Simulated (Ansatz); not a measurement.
AlH₃O₃

```xyz
7

Al    0.0167   -0.2883    0.0904
O    -0.0993   -0.0740    1.7670
H    -0.8883   -0.0032    2.3058
O     1.5901   -0.3290   -0.5375
H     1.7750   -0.4501   -1.4717
O    -1.2884   -0.4631   -0.9842
H    -2.2251   -0.4723   -0.7790
```

Level of theory: RKS r2SCAN-D4/def2-SVP (Ansatz 0.2.0).

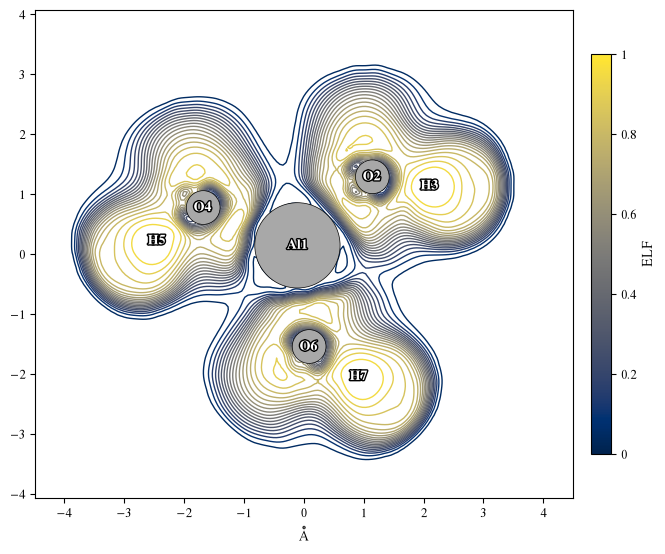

Figure 1. ELF on the molecular plane. Grey discs cover the atomic cores.

### What do the fields say about this system?

- The plane passes through Al, O and H nuclei.
- Al–O (1.69 Å): the ELF peaks at about 0.85 in the valence shell of O, 0.6 Å from its nucleus, and is about 0.40 at the midpoint.
- O–H (0.96 Å): the ELF climbs to about 1 towards the hydrogen, as it does in any bond to H (a covalent bond by its length).
- The ELF also peaks beside O6, O4 and O2, away from the bonds: lone-pair regions.

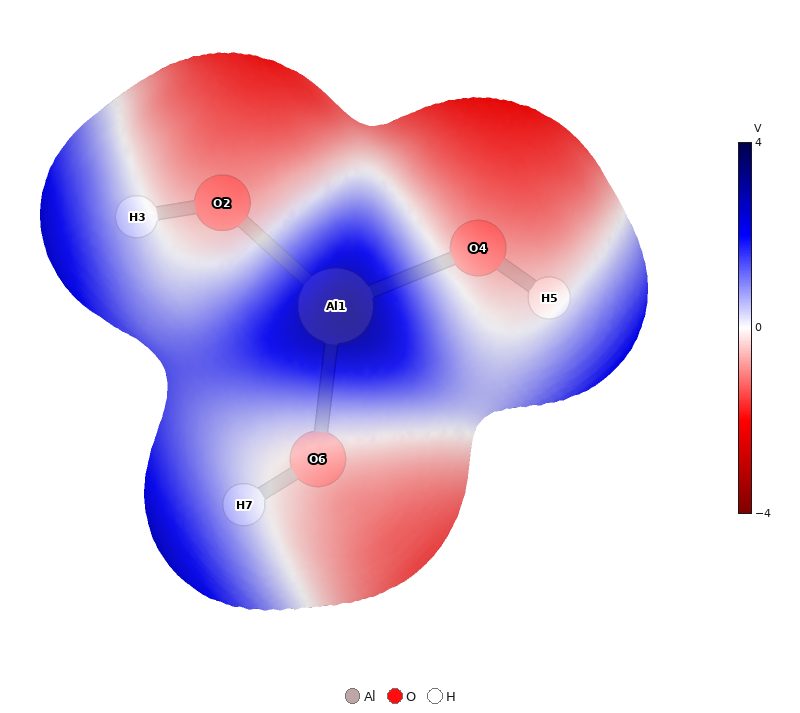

Figure 2. The electrostatic potential painted on the density surface at 0.002 e/bohr³, seen across its widest extent; red is negative and blue positive.

### Where is the surface potential most negative and most positive?

The most negative region (about −2.0 V) lies over O4, the most positive (about +3.0 V) over Al1. O4 is the likeliest acceptor of a hydrogen bond.

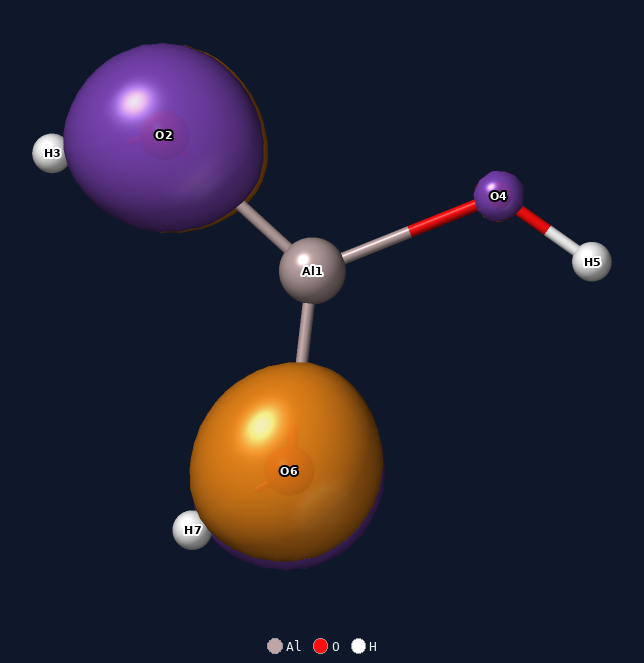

Figure 3. The HOMO−1 at ±0.15 Å⁻³ᐟ² (orange and purple are the two phases), seen across its widest extent.

### Describe this orbital and give its energy.

Its weight (Hirshfeld) is mainly on O6 (about 45 %) and O2 (about 40 %); it changes sign across the molecular plane (π type). Its energy is −7.31 eV.
